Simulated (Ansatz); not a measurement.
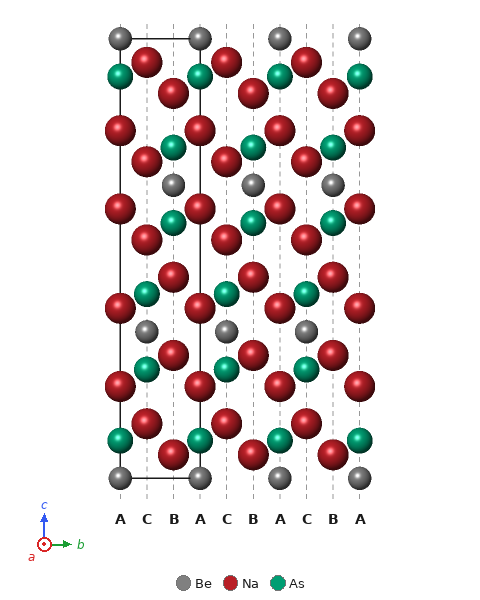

The picture looks along a close-packed row of the hexagonal mesh; c points upwards. The dashed lines mark the three columns A (0, 0), B (1/3, 2/3) and C (2/3, 1/3). The sequence starts with the first layer at or above the cell's origin.

The compound is Na₄BeAs₂, taken as the geometry relaxed with DFT, PAW plane waves, r2scan in Ansatz; the starting structure was generated, so it need not be a known form of this composition.

Give the sequence of layers in one repeat, with element and column.

Answer. Be(A) – Na(B) – As(A) – Na(C) – Na(A) – As(C) – Na(B) – Be(C) – Na(A) – As(C) – Na(B) – Na(C) – As(B) – Na(A) – Be(B) – Na(C) – As(B) – Na(A) – Na(B) – As(A) – Na(C) (21 layers in 23.99 Å).
